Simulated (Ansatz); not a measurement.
Consider ClGeH$_{4}$P···H$_{2}$.

```tsv
atom	x (Å)	y (Å)	z (Å)
Ge	0.1042	-0.6315	-0.2907
H	0.4109	0.5480	2.1826
H	1.0356	0.5678	-0.5175
H	-1.2214	-0.1974	0.3473
Cl	-0.3992	-1.3942	-2.2689
P	1.1456	-2.2560	0.9328
H	-0.0430	-3.0373	1.0419
H	1.6022	-2.9499	-0.2275
H	0.6689	-0.1004	2.3548
```

Not at a stationary point (largest force 1.8 eV/Å).

The calculation used RKS PBE0-D4/def2-SVP (Ansatz 0.2.0).

What will maps of the electron density and electron localisation function show?

Ge1···H2 (2.76 Å): the density falls to about 0.07 e/Å³ on the way; the ELF dips to about 0.05 between them.
Ge–Cl (2.18 Å): the density is about 0.69 e/Å³ at the midpoint; the ELF peaks at about 0.85 in the valence shell of Cl, 0.8 Å from its nucleus, and is about 0.65 at the midpoint.
Ge–H (1.53 Å): ρ at the midpoint is about 1.1 e/Å³; the ELF climbs to about 1 towards the hydrogen.

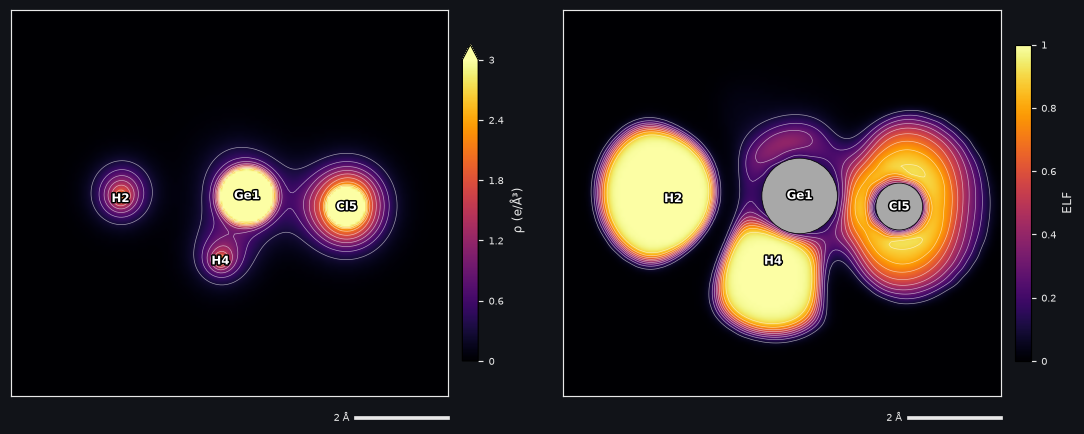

Computed electron density and electron localisation function on the plane of atoms H4, Ge1 and Cl5, in this order. Grey discs cover the atomic cores in the ELF map. 
